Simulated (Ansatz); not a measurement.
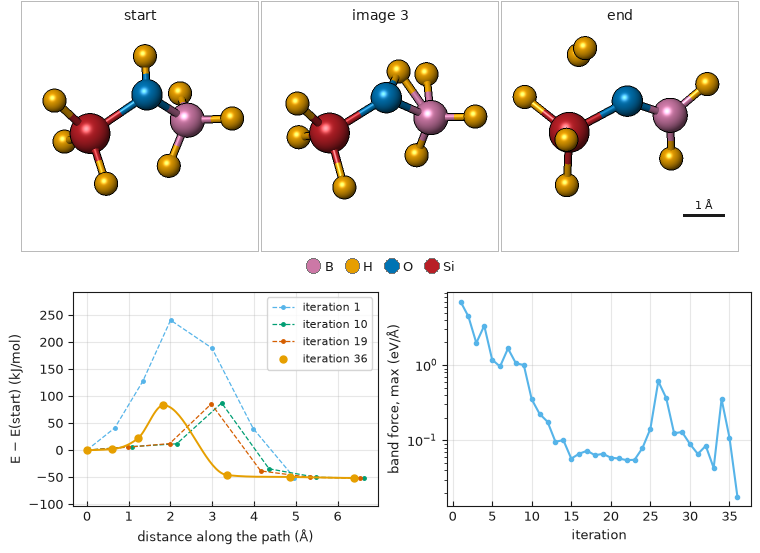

A search for the minimum-energy path of BSiH₇O by the nudged elastic band. Images are numbered from 0 (start) to 6 (end). The plot follows the band through its iterations. A ball-and-stick model, seen at a tilt.

These are results of RKS PBE0-D4/def2-SVP in Ansatz 0.2.0, not measurements. Settings: 5 movable images; climbing image; force threshold 0.03 eV/Å; iteration limit 60; starting path through a guess of the saddle point.

### Judge this run.

The result is final at these settings. The band converged in 36 iterations. The largest component of the band force went from 7 to 0.018 eV/Å. The climbing image converged on the top of the path. Its vibrational analysis gives one imaginary mode (1312i cm⁻¹), as a transition state must have. The first iteration put the highest image at 240.4 kJ/mol. Forward barrier 83.0 kJ/mol, backward barrier 134.5 kJ/mol, with image 3 at the top; the reaction energy is −51.5 kJ/mol.

Cost: 4 min on 2 threads of Arm Neoverse V1, with other jobs on the host, peak memory 0.15 GiB.
